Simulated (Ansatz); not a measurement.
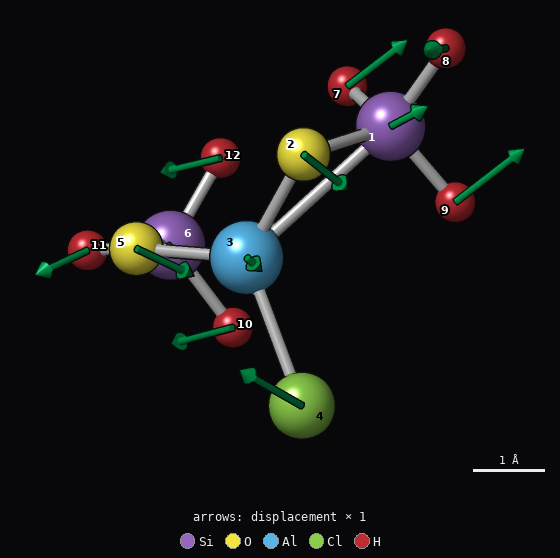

This is a relaxation of AlSi₂H₆O₂Cl (coarse preliminary run). The starting structure is drawn; green arrows show the displacements, at their true length. The two geometries are superimposed by the best rigid fit.

A ball-and-stick model, seen from a free direction.

The start comes from a force field.

Method: RKS PBE-D4/def2-SVP (Ansatz).

Input file:
```yaml
crystal:
  periodic: [false, false, false]
  atoms:
    - {symbol: Si, position_ang: [-1.824900, -0.661800, 0.902200]}
    - {symbol: O, position_ang: [-1.422000, -1.447300, -0.546900]}
    - {symbol: Al, position_ang: [0.367200, -1.221900, -0.721600]}
    - {symbol: Cl, position_ang: [1.842700, -2.656100, 0.251100]}
    - {symbol: O, position_ang: [1.085300, 0.099000, -1.796000]}
    - {symbol: Si, position_ang: [1.426800, 1.444600, -0.736700]}
    - {symbol: H, position_ang: [-1.718900, 0.838000, 0.709900]}
    - {symbol: H, position_ang: [-3.243600, -0.899200, 1.178600]}
    - {symbol: H, position_ang: [-1.057600, -1.047300, 2.077000]}
    - {symbol: H, position_ang: [2.277000, 1.004900, 0.414800]}
    - {symbol: H, position_ang: [2.146700, 2.455300, -1.472900]}
    - {symbol: H, position_ang: [0.198300, 2.036800, -0.225300]}
basis:
  gaussian: {orbitals: def2-SVP}
hamiltonian: {xc: pbe, dispersion: d4}
relax: {f_tol: 0.03, max_steps: 200}
```

Run as
```bash
ansatz run in.yaml --threads 4 --pin off --events-out ev --progress --plain --max-ram 11315MiB
```

### What did the optimiser do to the structure, and how much energy did it gain?

After 23 accepted moves (26 points after the start) the energy has fallen by 1.317 eV. Largest force component: 2.5 eV/Å at the start, 0.0081 eV/Å at the end. The line search rejected the trial steps at points 13, 18, 22 of the run. The forces were under the threshold at step 11, but the run went on from there. The largest moves after the best rigid fit, 1.39 Å, are those of Cl4 and H10. By element the largest moves are Cl 1.39 Å, H 1.37 Å, O 1.12 Å, Si 0.70 Å, Al 0.37 Å. Some distances before and after: Si1–Al3 2.785 → 3.346 Å, Al3–Cl4 2.276 → 2.094 Å, Al3–O5 1.848 → 1.692 Å, O2–Al3 1.812 → 1.692 Å. Among the angles between lasting bonds that change: Si1–O2–Al3 105.0° → 171.1°, Al3–O5–Si6 105.9° → 171.4°, O2–Si1–H9 116.2° → 109.8°. The run took 52 s on 4 threads of Arm Neoverse V1, on a shared host.
